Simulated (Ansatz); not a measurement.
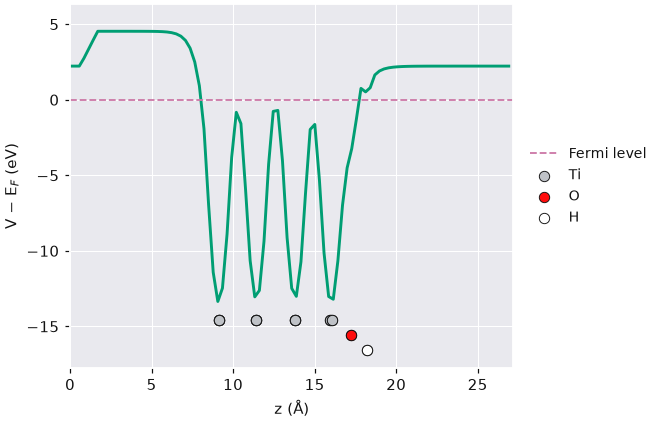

Plane-averaged electrostatic potential energy of an electron across the slab; circles at the bottom mark the heights of the atoms (positions after relaxation). System: a (001) slab cut from Ti (P6_3/mmc), of composition Ti8HO (not the bulk's), ended by Ti planes, 20 atoms in the cell. Method: DFT PBE+D3(BJ), scalar-relativistic, plane waves, PAW, no spin polarisation, 4×4×1 k mesh, 420 eV cutoff, Gaussian smearing of 0.1 eV (Ansatz 0.2.0).

The work function is 2.23 eV at the right face and 4.53 eV at the left. The vacuum level is 2.31 eV higher at the left than at the right, so the slab carries a dipole along its normal; the ramp in the vacuum, at or near the edge of the plot, is the dipole correction that keeps each side flat. Some atoms were held fixed in the relaxation, which can itself make the faces differ. The outermost atoms are 9.1 Å apart, which leaves 18.1 Å of vacuum in a cell 27.2 Å high.
